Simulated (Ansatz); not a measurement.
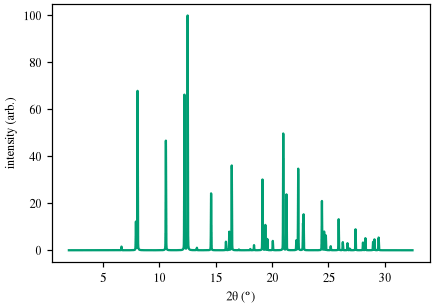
*Simulated powder pattern, Ag Kα, λ = 0.560885 Å*

The pattern belongs to a structure relaxed with r²SCAN in the plane-wave PAW code Ansatz.

Task: Which compound is it?
A) BP, zinc blende
B) SiB6, R-3m (B on 18h, B on 18h, Si on 6c)
C) Ta2SiN, P6_3/mmc (Si on 2d, Ta on 4f, N on 2a)
D) BP, P4_2/mnm (B on 4f, P on 4g)

Result: B, SiB6, R-3m (B on 18h, B on 18h, Si on 6c)

The start of the workflow was typed in or built on a structure type; neither database checked (COD, Materials Project) lists it. COD files the formula under space group No. 221, so this cell is another polymorph or a model. Whether it is the stable phase at ambient conditions was not checked. The r²SCAN relaxation kept the symmetry of its start; its stability against distortions is not shown here. The volume moved by 18 % from the start of the relaxation.

Potentials: the earlier of the program's two PAW sets.
